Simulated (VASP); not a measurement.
**Driving VASP from ASE on SbPt**

Do ASE scripts that read SbPt from different structure formats give one answer, and do several routes find one equilibrium volume? All runs use PBEsol. Left out of this account: 1 further run (self-consistent run: a reference on another mesh). The start is a cell from a database of measured crystal structures.

Program: VASP 6.6.1. Level of theory: PBEsol; plane waves and PAW (Sb, Pt). Results are calculated unless marked as measured.

The database entry behind the starting cell differs from later determinations by our own check (about 0.2 % short), so it need not match the best structure at ambient conditions.

## Step 1: The starting structure

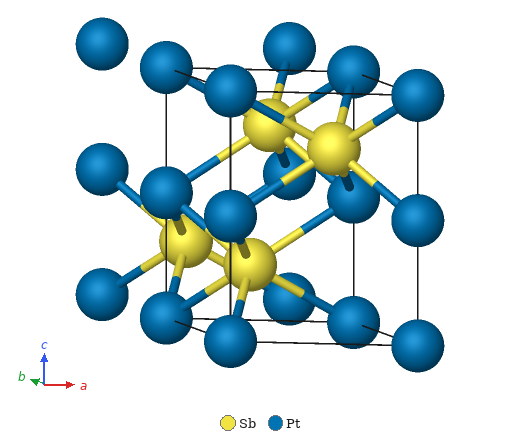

The starting structure, seen slightly off an axis (antimony yellow, platinum blue). 1×2×1 cells are drawn. Bonds to atoms that aren't drawn are left out. Some periodic images of atoms are drawn too.

## Step 2: Self-consistent run (PBEsol, through ASE)

A single point through ASE, with the structure read from an extended xyz file.

Contents of run.py:

```python
import numpy as np
from ase.calculators.vasp import Vasp
from ase.io import read
from ase.dft.bandgap import bandgap

atoms = read('SbPt.xyz')

calc = Vasp(
    xc='pbesol',
    pp='PBE',
    prec='Accurate',
    encut=400,
    ediff=1e-06,
    nelm=100,
    ismear=-1,
    sigma=0.05,
    lreal=False,
    algo='Normal',
    nbands=21,
    lasph=True,
    lorbit=11,
    lwave=False,
    lcharg=False,
    kpar=4,
    isif=2,
    pp_version='64',
    setups={'Sb': '', 'Pt': ''},
    kpts=(9, 9, 6),
    gamma=True,
    txt='vasp.out',
)
atoms.calc = calc

print("energy (eV):", round(atoms.get_potential_energy(), 6))
print("Fermi level (eV):", round(calc.get_fermi_level(), 4))
print("forces (eV/A):")
print(np.round(atoms.get_forces(), 4))
print("stress (GPa, Voigt, tension positive):", np.round(atoms.get_stress() * 160.21766, 3))
gap, p1, p2 = bandgap(calc, direct=False)
print("gap on the mesh (eV):", round(gap, 4))
```

Contents of SbPt.xyz:

```xyz
4
Lattice="4.1200000000 0.0000000000 0.0000000000 -2.0600000000 3.5680246636 0.0000000000 0.0000000000 0.0000000000 5.4700000000" Properties=species:S:1:pos:R:3 pbc="T T T"
Sb    -0.0000000002      2.3786831092      1.3675000000
Sb     2.0600000002      1.1893415544      4.1025000000
Pt     0.0000000000      0.0000000000      0.0000000000
Pt     0.0000000000      0.0000000000      2.7350000000
```

PAW data sets: Sb and Pt (PBE family, release 64).

Launch:

```console
export ASE_VASP_COMMAND="mpirun -np 4 vasp_std"
python run.py
```

The program printed:

```text
energy (eV): -24.724652
Fermi level (eV): 10.1449
forces (eV/A):
[[ 0.  0.  0.]
 [-0.  0.  0.]
 [ 0.  0.  0.]
 [ 0.  0.  0.]]
stress (GPa, Voigt, tension positive): [-3.63  -3.63  -2.733 -0.    -0.    -0.   ]
gap on the mesh (eV): 0.0
```

The job ended after 7.4 s (4 MPI ranks of Intel Xeon 6975P-C (Granite Rapids), shared host; peak memory 0.78 GiB; 25 s of CPU time).

The logs omit lines about the potential files and the build; timing stands in the text.

The INCAR that ASE wrote:

```
ENCUT = 400.000000
SIGMA = 0.050000
EDIFF = 1.00e-06
ALGO = Normal
GGA = PS
PREC = Accurate
ISIF = 2
ISMEAR = -1
KPAR = 4
LORBIT = 11
NBANDS = 21
NELM = 100
LASPH = .TRUE.
LCHARG = .FALSE.
LWAVE = .FALSE.
LREAL = .FALSE.
```

The KPOINTS that ASE wrote:

```
KPOINTS created by Atomic Simulation Environment
0
Gamma
9 9 6
0 0 0
```

vasp.out:

```text
[banner, memory and clock lines left out]
running    4 mpi-ranks, on    1 nodes
 distrk:  each k-point on    1 cores,    4 groups
 distr:  one band on    1 cores,    1 groups

 POSCAR found type information on POSCAR SbPt
 POSCAR found :  2 types and       4 ions
|                                                                             |
|               ----> ADVICE to this user running VASP <----                  |
|                                                                             |
|     You enforced a specific xc type in the INCAR file but a different       |
|     [... a line on the potential file left out ...]
|     I HOPE YOU KNOW WHAT YOU ARE DOING!                                     |
|                                                                             |

 LDA part: xc-table for (Slater+PW92), standard interpolation
 POSCAR, INCAR and KPOINTS ok, starting setup
 FFT: planning ... GRIDC
 FFT: planning ... GRID_SOFT
 FFT: planning ... GRID
 WAVECAR not read
 entering main loop
       N       E                     dE             d eps       ncg     rms          rms(c)
DAV:   1     0.143578081444E+03    0.14358E+03   -0.10818E+04  2048   0.100E+03
DAV:   2    -0.186609787215E+02   -0.16224E+03   -0.15224E+03  2358   0.220E+02
DAV:   3    -0.253106362945E+02   -0.66497E+01   -0.64562E+01  2425   0.471E+01
DAV:   4    -0.253992585890E+02   -0.88622E-01   -0.88452E-01  2251   0.580E+00
DAV:   5    -0.254007145451E+02   -0.14560E-02   -0.14558E-02  2418   0.777E-01    0.141E+01
DAV:   6    -0.248732005906E+02    0.52751E+00   -0.22188E+00  2216   0.116E+01    0.713E+00
DAV:   7    -0.247652384564E+02    0.10796E+00   -0.25567E-01  2141   0.406E+00    0.375E+00
DAV:   8    -0.247324245846E+02    0.32814E-01   -0.80817E-02  2201   0.215E+00    0.335E-01
DAV:   9    -0.247320930838E+02    0.33150E-03   -0.25293E-03  2254   0.325E-01    0.197E-01
DAV:  10    -0.247320111500E+02    0.81934E-04   -0.76739E-04  2131   0.180E-01    0.467E-02
DAV:  11    -0.247320027542E+02    0.83958E-05   -0.27687E-05  2395   0.402E-02    0.184E-02
DAV:  12    -0.247320039307E+02   -0.11765E-05   -0.32289E-06  2090   0.119E-02    0.675E-03
DAV:  13    -0.247320034218E+02    0.50886E-06   -0.26489E-07  1203   0.346E-03
   1 F= -.24732003E+02 E0= -.24724652E+02  d E =-.147032E-01
```

OUTCAR, selected parts (step 2):

```text
ion  position               nearest neighbor table
   1  0.333  0.667  0.250-   3 2.74   4 2.74   3 2.74   4 2.74   3 2.74   4 2.74   2 3.62   2 3.62
                             2 3.62   2 3.62   2 3.62   2 3.62
   2  0.667  0.333  0.750-   3 2.74   4 2.74   3 2.74   4 2.74   3 2.74   4 2.74   1 3.62   1 3.62
                             1 3.62   1 3.62   1 3.62   1 3.62
   3  0.000  0.000  0.000-   4 2.73   4 2.73   1 2.74   2 2.74   2 2.74   1 2.74   2 2.74   1 2.74

  LATTYP: Found a hexagonal cell.
 ALAT       =     4.1200000000
 C/A-ratio  =     1.3276699029

 Subroutine GETGRP returns: Found 24 space group operations
 (whereof 12 operations were pure point group operations)

The static configuration has the point symmetry D_3d.
 The point group associated with its full space group is D_6h.

 Found     48 irreducible k-points:

   k-points           NKPTS =     48   k-points in BZ     NKDIM =     48   number of bands    NBANDS=     21

   dimension x,y,z NGX =    28 NGY =   28 NGZ =   36
   dimension x,y,z NGXF=    56 NGYF=   56 NGZF=   72

   ENCUT  =  400.0 eV  29.40 Ry    5.42 a.u.   6.72  6.72  8.92*2*pi/ulx,y,z

   NELECT =      30.0000    total number of electrons

 k-points in reciprocal lattice and weights: KPOINTS created by Atomic Simulation Env
   0.00000000  0.00000000  0.00000000       0.002
   0.11111111  0.00000000  0.00000000       0.012
   0.22222222  0.00000000  0.00000000       0.012
   0.33333333  0.00000000  0.00000000       0.012
   0.44444444  0.00000000  0.00000000       0.012
   0.11111111  0.11111111  0.00000000       0.012
   0.22222222  0.11111111  0.00000000       0.025
   0.33333333  0.11111111  0.00000000       0.025
   0.44444444  0.11111111  0.00000000       0.012
[...]
0.33333333  0.22222222  0.50000000       0.025
   0.33333333  0.33333333  0.50000000       0.004

 average (electrostatic) potential at core
       1 -82.8942       2 -82.8942       3 -64.1053       4 -64.1053

 E-fermi :  10.1449

 k-point     1 :       0.0000    0.0000    0.0000
  band No.  band energies     occupation
    ...
     10       6.4924      2.00000
     11       7.9458      2.00000
     12       7.9458      2.00000
     13      10.0622      1.67892
     14      10.0622      1.67892
     15      10.8974      0.00000
     16      12.5083      0.00000
     17      12.5134      0.00000
     18      13.8199      0.00000
     19      13.8199      0.00000
    ...

 k-point     2 :       0.1111    0.0000    0.0000
  band No.  band energies     occupation
    ...
     10       6.5470      2.00000
     11       7.9195      2.00000
     12       7.9468      2.00000
     13       9.1186      2.00000
     14       9.8208      1.99695
     15      10.7933      0.00000
     16      12.1115      0.00000
     17      12.6690      0.00000
     18      13.6425      0.00000
     19      13.9969      0.00000
    ...

 k-point     3 :       0.2222    0.0000    0.0000
  band No.  band energies     occupation
    ...
     10       6.6907      2.00000
     11       7.7429      2.00000
     12       7.8631      2.00000
     13       7.9507      2.00000
     14       9.1322      2.00000
     15      10.3697      0.02205
     16      11.2849      0.00000
     17      12.7246      0.00000
     18      13.7529      0.00000
     19      13.9655      0.00000
    ...

  Total        1.8216396      1.8216396      1.3714627     -0.0000000      0.0000000      0.0000000
  in kB       36.2961567     36.2961567     27.3263861     -0.0000000      0.0000000      0.0000000
  external PRESSURE =      33.3062332 kB  Pullay stress =       0.0000000 kB

  energy-cutoff  :      400.00
  volume of cell :       80.41
      direct lattice vectors                 reciprocal lattice vectors
     4.120000000  0.000000000  0.000000000     0.242718447  0.140133560  0.000000000
    -2.060000000  3.568024664  0.000000000     0.000000000  0.280267121  0.000000000
     0.000000000  0.000000000  5.470000000     0.000000000  0.000000000  0.182815356

 POSITION                                       TOTAL-FORCE (eV/Angst)
 -----------------------------------------------------------------------------------
     -0.00000      2.37868      1.36750         0.000000      0.000000      0.000000
      2.06000      1.18934      4.10250        -0.000000      0.000000      0.000000
      0.00000      0.00000      0.00000         0.000000      0.000000      0.000000
      0.00000      0.00000      2.73500         0.000000      0.000000      0.000000
 -----------------------------------------------------------------------------------
    total drift:                                0.000000     -0.000000      0.000000

  FREE ENERGIE OF THE ION-ELECTRON SYSTEM (eV)
  ---------------------------------------------------
  free  energy   TOTEN  =       -24.7320034218 eV

  energy  without entropy=      -24.7173002506  energy(sigma->0) =      -24.72465184

 total charge
# of ion       s       p       d       tot
------------------------------------------
    1        1.149   1.160   0.081   2.389
    2        1.149   1.160   0.081   2.389
    3        0.680   0.591   8.204   9.475
    4        0.680   0.591   8.204   9.475
--------------------------------------------------
tot          3.658   3.501  16.570  23.728

[... 3 further parts left out ...]
```

The PAW data sets were made with PBE, which is usual practice but a small mismatch for other functionals. At this level the cell is under a pressure of 3.3 GPa, so at these settings it is away from equilibrium.

This step gave:

| Quantity | Value |
| --- | --- |
| SCF cycles | 13 |
| electrons | 30 |
| bands | 21 |
| irreducible k-points | 48 |
| symmetry operations | 24 |
| free energy (TOTEN) | -24.73 eV |
| energy at zero smearing | -24.72 eV |
| Fermi energy | 10.14 eV |
| pressure | 3.331 GPa |
| metallic | yes |

The pressure is 3.33 GPa and the largest force 0.000 eV/Å, so the cell is not at a minimum at these settings.

## Step 3: Self-consistent run (PBEsol, through ASE), try 2

The single point through ASE, with the structure read from a CIF with its space group. The mesh changes to 8×8×5, so this is no clean test of the format.

Edit run.py of step 2 so:

```diff
@@ -5,3 +5,3 @@
 
-atoms = read('SbPt.xyz')
+atoms = read('SbPt.cif')
 
@@ -27,3 +27,3 @@
     setups={'Sb': '', 'Pt': ''},
-    kpts=(9, 9, 6),
+    kpts=(8, 8, 5),
     gamma=True,
```

Contents of SbPt.cif:

```cif
data_SbPt
_cell_length_a 4.12000000
_cell_length_b 4.12000000
_cell_length_c 5.47000000
_cell_angle_alpha 90.00000000
_cell_angle_beta 90.00000000
_cell_angle_gamma 120.00000000
_space_group_name_H-M_alt 'P6_3/mmc'
_space_group_name_Hall '-P 6c 2c'
_space_group_IT_number 194
loop_
_space_group_symop_operation_xyz
'x,y,z'
'-x,-y,-z'
'x-y,x,z+1/2'
'-x+y,-x,-z+1/2'
'-y,x-y,z'
'y,-x+y,-z'
'-x,-y,z+1/2'
'x,y,-z+1/2'
'-x+y,-x,z'
'x-y,x,-z'
'y,-x+y,z+1/2'
'-y,x-y,-z+1/2'
'-y,-x,-z+1/2'
'y,x,z+1/2'
'-x,-x+y,-z'
'x,x-y,z'
'-x+y,y,-z+1/2'
'x-y,-y,z+1/2'
'y,x,-z'
'-y,-x,z'
'x,x-y,-z+1/2'
'-x,-x+y,z+1/2'
'x-y,-y,-z'
'-x+y,y,z'
loop_
_atom_site_label
_atom_site_type_symbol
_atom_site_symmetry_multiplicity
_atom_site_Wyckoff_symbol
_atom_site_fract_x
_atom_site_fract_y
_atom_site_fract_z
_atom_site_occupancy
Sb1 Sb 2 c 0.3333333333 0.6666666667 0.2500000000 1
Pt1 Pt 2 a 0.0000000000 0.0000000000 0.0000000000 1
```

The program printed:

```text
energy (eV): -24.696772
Fermi level (eV): 10.1561
forces (eV/A):
[[ 0. -0.  0.]
 [-0.  0.  0.]
 [-0. -0.  0.]
 [ 0. -0.  0.]]
stress (GPa, Voigt, tension positive): [-3.647 -3.647 -2.947  0.    -0.    -0.   ]
gap on the mesh (eV): 0.0
```

It took 5.6 s on 4 MPI ranks; peak memory 0.71 GiB.

The INCAR that ASE wrote:

```
ENCUT = 400.000000
SIGMA = 0.050000
EDIFF = 1.00e-06
ALGO = Normal
GGA = PS
PREC = Accurate
ISIF = 2
ISMEAR = -1
KPAR = 4
LORBIT = 11
NBANDS = 21
NELM = 100
LASPH = .TRUE.
LCHARG = .FALSE.
LWAVE = .FALSE.
LREAL = .FALSE.
```

ASE turned this into the KPOINTS:

```
KPOINTS created by Atomic Simulation Environment
0
Gamma
8 8 5
0 0 0
```

VASP's own log, vasp.out:

```text
[banner, memory and clock lines left out]
running    4 mpi-ranks, on    1 nodes
 distrk:  each k-point on    1 cores,    4 groups
 distr:  one band on    1 cores,    1 groups

 POSCAR found type information on POSCAR SbPt
 POSCAR found :  2 types and       4 ions
 [... a notice as in an earlier step ...]

 LDA part: xc-table for (Slater+PW92), standard interpolation
 POSCAR, INCAR and KPOINTS ok, starting setup
 FFT: planning ... GRIDC
 FFT: planning ... GRID_SOFT
 FFT: planning ... GRID
 WAVECAR not read
 entering main loop
       N       E                     dE             d eps       ncg     rms          rms(c)
DAV:   1     0.142244204800E+03    0.14224E+03   -0.10880E+04  1284   0.101E+03
DAV:   2    -0.187994841203E+02   -0.16104E+03   -0.15118E+03  1489   0.218E+02
DAV:   3    -0.252922656475E+02   -0.64928E+01   -0.63023E+01  1551   0.467E+01
DAV:   4    -0.253715436107E+02   -0.79278E-01   -0.79215E-01  1355   0.561E+00
DAV:   5    -0.253728265485E+02   -0.12829E-02   -0.12827E-02  1549   0.745E-01    0.142E+01
DAV:   6    -0.248443809746E+02    0.52845E+00   -0.21039E+00  1390   0.115E+01    0.708E+00
DAV:   7    -0.247388106104E+02    0.10557E+00   -0.23046E-01  1325   0.380E+00    0.368E+00
DAV:   8    -0.247088380502E+02    0.29973E-01   -0.74885E-02  1415   0.203E+00    0.315E-01
DAV:   9    -0.247084765289E+02    0.36152E-03   -0.23333E-03  1421   0.310E-01    0.193E-01
DAV:  10    -0.247083843319E+02    0.92197E-04   -0.74649E-04  1370   0.173E-01    0.437E-02
DAV:  11    -0.247083786215E+02    0.57104E-05   -0.25633E-05  1484   0.377E-02    0.203E-02
DAV:  12    -0.247083794474E+02   -0.82593E-06   -0.26389E-06  1274   0.109E-02
   1 F= -.24708379E+02 E0= -.24696772E+02  d E =-.232142E-01
```

Parts of OUTCAR (step 3):

```text
 Found     30 irreducible k-points:

   k-points           NKPTS =     30   k-points in BZ     NKDIM =     30   number of bands    NBANDS=     21

   NELECT =      30.0000    total number of electrons

 E-fermi :  10.1561

 k-point     1 :       0.0000    0.0000    0.0000
  band No.  band energies     occupation
    ...
     10       6.4873      2.00000
     11       7.9479      2.00000
     12       7.9479      2.00000
     13      10.0626      1.73300
     14      10.0626      1.73300
     15      10.9024      0.00000
     16      12.5038      0.00000
     17      12.5136      0.00000
     18      13.8179      0.00000
     19      13.8179      0.00000
    ...

 k-point     2 :       0.1250    0.0000    0.0000
  band No.  band energies     occupation
    ...
     10       6.5558      2.00000
     11       7.9154      2.00000
     12       7.9492      2.00000
     13       8.9340      2.00000
     14       9.7563      1.99933
     15      10.7674      0.00001
     16      12.0248      0.00000
     17      12.6944      0.00000
     18      13.6290      0.00000
     19      14.0073      0.00000
    ...

  Total        1.8302514      1.8302514      1.4792709      0.0000000      0.0000000      0.0000000
  in kB       36.4677476     36.4677476     29.4744630      0.0000000      0.0000000      0.0000000
  external PRESSURE =      34.1366527 kB  Pullay stress =       0.0000000 kB

 POSITION                                       TOTAL-FORCE (eV/Angst)
 -----------------------------------------------------------------------------------
     -0.00000      2.37868      1.36750         0.000000     -0.000000      0.000000
      2.06000      1.18934      4.10250        -0.000000      0.000000      0.000000
      0.00000      0.00000      0.00000        -0.000000     -0.000000      0.000000
      0.00000      0.00000      2.73500         0.000000     -0.000000      0.000000
 -----------------------------------------------------------------------------------
    total drift:                               -0.000000      0.000000      0.000000

  FREE ENERGIE OF THE ION-ELECTRON SYSTEM (eV)
  ---------------------------------------------------
  free  energy   TOTEN  =       -24.7083794474 eV

  energy  without entropy=      -24.6851652829  energy(sigma->0) =      -24.69677237

 total charge
# of ion       s       p       d       tot
------------------------------------------
    1        1.150   1.158   0.081   2.389
    2        1.150   1.158   0.081   2.389
    3        0.680   0.591   8.204   9.475
    4        0.680   0.591   8.204   9.475
--------------------------------------------------
tot          3.659   3.498  16.570  23.727

[... 7 parts as in an earlier step ...]

[... 6 further parts left out ...]
```

The k-mesh is coarse for a metal. At this level the cell is under a pressure of 3.4 GPa, so at these settings it is away from equilibrium.

Numbers from this step:

```
SCF cycles              : 12
irreducible k-points    : 30
free energy (TOTEN)     : -24.71 eV
energy at zero smearing : -24.70 eV
Fermi energy            : 10.16 eV
pressure                : 3.414 GPa
```

The energy lies +6.97 meV an atom from the first script, on another mesh.

(Continued in part 2 of 3.)

[Lines on the potential files, build, host, timing and source positions are cut from VASP's logs without a mark.]

[Logs are printed without paths, hosts, clocks, repeated set-up lines and the standing remarks that a program may print on its own settings, such as how far it seeks lower states.]

[Hosts, paths, dates, database ids (printed as entryN), source tags and the programs' standing remarks are cut or masked in the printed files.]

[A measured line is paired with the nearest computed mode of its activity, which favours agreement.]
